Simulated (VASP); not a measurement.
Band structure of Nb$_{3}$Sn (A15). Computed with PBE GGA, VASP's PBE PAW potentials (set 64) (plane waves; VASP 6.6.1).

Unless said otherwise, spin-orbit coupling is left out, though it shifts the bands of the heavy elements here.

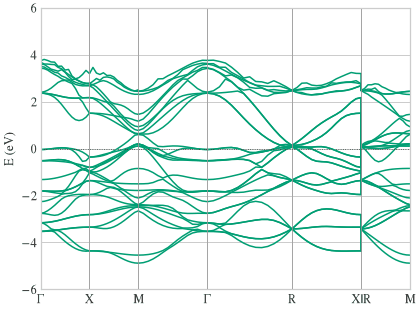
Bands along high-symmetry lines, zero at the valence-band maximum or, without a gap, the Fermi level

Task: Read the plot: is there a gap, and where are the band edges?

Result: It has no gap at this level: it comes out as a metal or semimetal. (Edges off the drawn lines would not show.)

The compound is Nb3Sn in the A15 structure. It was relaxed first.
